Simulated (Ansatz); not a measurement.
# ScTeN3 (model cell, started as cubic perovskite with Te in the octahedra): a soft mode frozen in, part 4 of 4

Wanted: the energy along a soft mode of ScTeN3 (model cell, started as cubic perovskite with Te in the octahedra) and the structure at the end.

Ansatz 0.2.0; DFT PBEsol, scalar-relativistic, plane waves, PAW; PAW set soft_1.

So far. Step 5 (Energy along the mode, all amplitudes (two of the runs …): The lowest of the steps tried is the last one, at 0.6 Å, 315 meV/atom below the parent; the bottom of the well need not coincide with a step. Step 7 (The new phase in its own primitive cell): The largest force component left is 0.24 meV/Å and the pressure is -0.001 GPa, within the tolerances set. The cell now holds 11.51 Å³/atom. The relaxed cell has a = 5.373, c = 7.976 Å (conventional setting).

The structure was built from a prototype and need not be the compound's stable phase.

**8. Modes of the new phase, k-mesh 8×8×8**

A relaxed structure may still be a saddle point, so its zone-centre modes are computed. No field response is asked, and the gap on the mesh is small against the smearing.

The input, input.yaml:

```yaml
crystal:
  lattice:
    - [-2.6866627547, 2.6866627547, 3.9877636857]
    - [2.6866627547, -2.6866627547, 3.9877636857]
    - [2.6866627547, 2.6866627547, -3.9877636857]
  atoms:
    - { symbol: Sc, position: [0.75, 0.25, 0.5] }
    - { symbol: Sc, position: [0.25, 0.75, 0.5] }
    - { symbol: Te, position: [0.0, 0.0, 0.0] }
    - { symbol: Te, position: [0.5, 0.5, 0.0] }
    - { symbol: "N", position: [0.3382525244, 0.8382525244, 0.1765050487] }
    - { symbol: "N", position: [0.6617474756, 0.1617474756, 0.8234949513] }
    - { symbol: "N", position: [0.25, 0.25, 0.0] }
    - { symbol: "N", position: [0.75, 0.75, 0.0] }
    - { symbol: "N", position: [0.8382525244, 0.6617474756, 0.5] }
    - { symbol: "N", position: [0.1617474756, 0.3382525244, 0.5] }
kpoints:
  mp_grid: { grid: [8, 8, 8] }
hamiltonian:
  xc: pbesol
  pseudopotentials: { kind: paw, azcp: { folder: soft_1 }, xc_functional: pbe }
scf:
  occupations: { method: methfessel_paxton, width: 0.2 }
output:
  eigenvalues: true
phonons:
  method: dfpt
```

On the command line:

```console
ansatz run input.yaml --threads 8 --pin off --max-ram 16384MiB --backend cpu --events-out ev --progress --plain --runs-dir out
```

Numbers of over 12 decimals in the logs are rounded to 6 here.

The program printed:

```text
[...]
Crystal: 10 atoms, lattice volume = 115.137 Å³
Basis set: ecut = 420 eV, 2229 PW (Γ), exchange–correlation on 80×80×80 points (8 copies of the dense FFT grid, shifted against one another)
Bands: 52, of which v1, the nominal top of the filled ones, is band 42 counted from 1 (41 counted from 0)
Symmetry: 16 space group operations
k-points: 260 of 512 (irreducible under 1 space group operation, time reversal used)
[...]
SCF iter   1: F=—  HF=-20299.723488 eV  |F-HF|=—  |Δ(HF+E_count)|=         —  Δρ=9.60e-2  dr2=1.36e1  ethr=3.10e-3  ⟨swp⟩=6.1  Hψ=52034  notcnv=0
[...]
SCF iter  11: F=-20295.355112 eV  HF=-20295.355112 eV  |F-HF|=7.28e-12  |Δ(HF+E_count)|=    0.00e0  S|Δr|=    0.00e0  Δρ=4.57e-8  dr2=3.45e-12  ethr=1.00e-12  ⟨swp⟩=14.9  Hψ=82688  notcnv=0
SCF 1 converged in 11 iterations: F = -20295.355112 eV  dr2 = 3.45e-12
[...]
DFPT response loops at Γ: preconditioner auto → Kerker (q_TF=auto, 2.589 Å⁻¹) (partly filled bands, converged f_vac=0.000); β = 1.00, the filter's whole step (`scf.mixing.beta` (0.50) is not read by the response loops under this deck's `scf.mixing.preconditioner`; to damp them name `kerker` or `kerker_dos`, under which they read `scf.mixing.beta`, and type it under 1.00, their step now; both keys bind the ground state too); Broyden in place of MSR1
SCF converged after 11 iterations
[...]
Free energy (F): -20295.355112 eV
[...]
Internal energy: -20295.368737 eV  (E = F + TS)
E sigma→0 (E₀):  -20295.358518 eV
Entropy (-TS):   0.013625 eV (1.362 meV/atom)
Fermi energy:    13.062166 eV
[...]
--- Band table (eV; the first three rows and the last of 260) ---
  k-point 0: bands = [... 38 lower, 12.7081, 12.7081, 12.8495, 12.8495, 13.1071, 14.7720, 15.7995, 15.9588, ... 6 higher]
  k-point 1: bands = [... 38 lower, 11.9754, 12.5091, 12.6978, 12.9639, 13.7603, 14.9695, 15.7897, 15.9828, ... 6 higher]
  k-point 2: bands = [... 38 lower, 11.8747, 11.9850, 12.6548, 13.0444, 13.8760, 15.3874, 15.7669, 16.0426, ... 6 higher]
  k-point 259: bands = [... 38 lower, 11.4134, 11.9795, 12.8123, 12.8123, 15.4917, 15.5904, 15.6548, 15.7449, ... 6 higher]
--- Phonons (Γ-DFPT): 8 representative perturbations + reference, on 260 of 512 k-points (Σ response iterations 29) ---
  k mesh reduced under 1 symmetry operation, with k and −k counted as one. Each operation leaves every solved perturbation unchanged. A smaller set is not used because it would not reduce the number of displacements times k-points to solve
  ASR residual: 2.987e-5 → 0.000e0 eV/Å²; symmetrization residual: 1.521e-5 eV/Å²
  ASR residual per site (eV/Å²): 1.96e-5 1.96e-5 2.99e-5 2.99e-5 1.99e-5 1.99e-5 1.22e-5 1.22e-5 1.99e-5 1.99e-5
  Γ frequencies (cm⁻¹): -320.41 -320.41 -228.13 -228.13 0.00 0.00 0.00 178.75 186.61 186.61 198.75 215.21 215.21 260.43 260.43 287.11 300.68 366.77 391.84 391.84 418.82 418.82 477.63 562.40 607.07 656.39 720.60 720.60 806.64 844.73
  non-analytic LO–TO correction: not included (Born effective charges unavailable; polar crystals: no LO–TO splitting at Γ)
```

Elapsed: 5.7 min, on 8 threads of AMD EPYC 7R32 (Zen 2), shared host; peak memory 5 GiB; 40 min of CPU time.

This step gave:

```yaml
sum_rule_residual_before_enforcement: 2.99e-5 eV/Å²
point_group: 4/mmm
highest_optical_mode_at_the_zone_centre_no_lo_to_term: 844.7 cm⁻¹
lowest_optical_zone_centre_mode: -320.4 cm⁻¹
```

Patterns of degenerate modes are one choice out of their space. The modes at Γ (shares of kinetic energy by element, %) (negative means imaginary):

```csv
mode,frequency (cm⁻¹),symmetry,Sc %,Te %,N %
1,-320.4,Eg,15,0,85
2,-320.4,Eg,15,0,85
3,-228.1,Eu,24,0,76
4,-228.1,Eu,24,0,76
5,0.0,acoustic,21,59,20
6,0.0,acoustic,21,59,20
7,0.0,acoustic,21,59,20
8,178.8,B2g,100,0,0
9,186.6,Eg,78,0,22
10,186.6,Eg,78,0,22
11,198.8,A2u,78,13,9
12,215.2,Eu,49,36,15
13,215.2,Eu,49,36,15
14,260.4,Eu,5,84,11
15,260.4,Eu,5,84,11
16,287.1,A2u,1,24,75
17,300.7,A1u,0,100,0
18,366.8,B1u,0,0,100
19,391.8,Eu,1,16,83
20,391.8,Eu,1,16,83
21,418.8,Eg,7,0,93
22,418.8,Eg,7,0,93
23,477.6,A1g,0,0,100
24,562.4,B2g,0,0,100
25,607.1,B1g,0,0,100
26,656.4,A2g,0,0,100
27,720.6,Eu,0,4,95
28,720.6,Eu,0,4,95
29,806.6,A2u,0,4,96
30,844.7,A2g,0,0,100
```

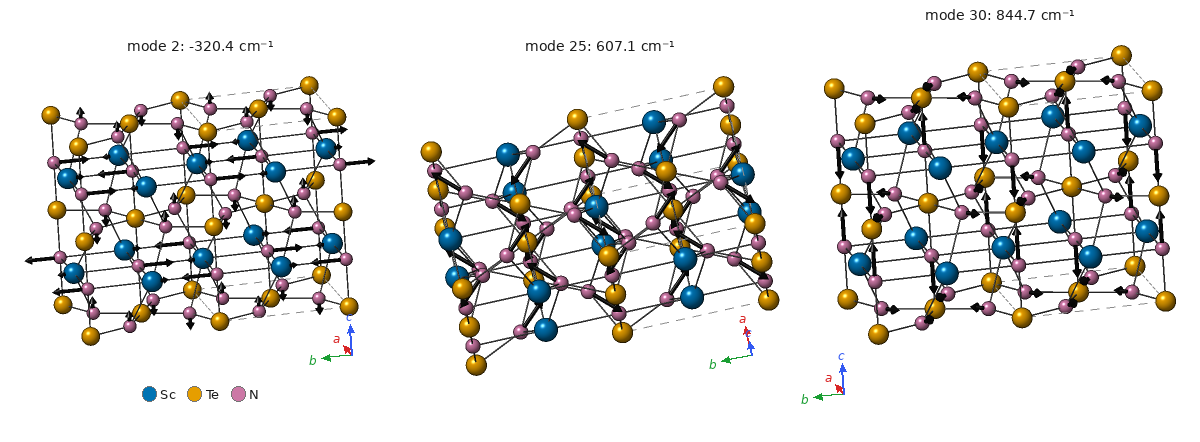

Displacement patterns of modes 2, 25 and 30 at Γ; arrows are exaggerated. 1×2×1 conventional cells are drawn. Some periodic images of atoms are drawn too.

Before it was imposed, the acoustic sum rule was missed by 3.0e-5 eV/Å². Small misses are needed for a sound result but don't prove that mesh and cutoff are converged. The lowest optical mode is imaginary, 320.4i cm⁻¹, so the energy falls along it.

**9. What came out**

```
unstable mode of the parent                                                      : q = (-0.5, -0.5, -0.5), 463i cm⁻¹
depth at the lowest point sampled                                                : 315 meV/atom
largest atomic shift at that point                                               : 0.6 Å
space group reached (within 0.01 Å)                                              : I4/mcm
energy gained over the parent (first relaxation, on the mesh of the frozen mode) : 350 meV/atom
volume per atom, phase reached                                                   : 11.5 Å³
gap on the k-mesh, phase reached                                                 : 0.0627 eV
lowest optical zone-centre mode, phase reached                                   : -320 cm⁻¹
highest optical mode at the zone centre (no LO-TO term), phase reached           : 845 cm⁻¹
```

Along this mode the structure falls into I4/mcm, 350 meV/atom below the parent. At the parent's cell the well is 315.4 meV/atom deep on the steps tried, with its lowest point at a shift of 0.6 Å. That is the last step tried, so the steps alone don't bracket the bottom of the well. Relaxing atoms and cell changes the gain by +34.56 meV/atom against the lowest step (energies at zero smearing). The new phase still has an imaginary mode at the zone centre of its cell, so it is a saddle point on the way to a lower structure. Of the 4 patterns followed to their end from this parent, this one ends 169 meV/atom above the lowest, Imma. Each path keeps the symmetry of its pattern, so a lower phase may lie along a pattern not tried. With no gap, or one that is small against the smearing, the frequencies hang on the k mesh and the smearing, most of all near Kohn anomalies. Spin-orbit coupling is left out, which can matter for the heavy elements here. The PAW files were made for PBE and serve the other functionals too. A phonon run warned that its eigensolver left some bands unconverged in a pass. The starting cell was built on a prototype and not taken from a measurement, so the phase need not exist.

[Logs are printed without paths, hosts, clocks, repeated set-up lines and the standing remarks that a program may print on its own settings, such as how far it seeks lower states.]

[Hosts, paths, dates, database ids (printed as entryN), source tags and the programs' standing remarks are cut or masked in the printed files.]
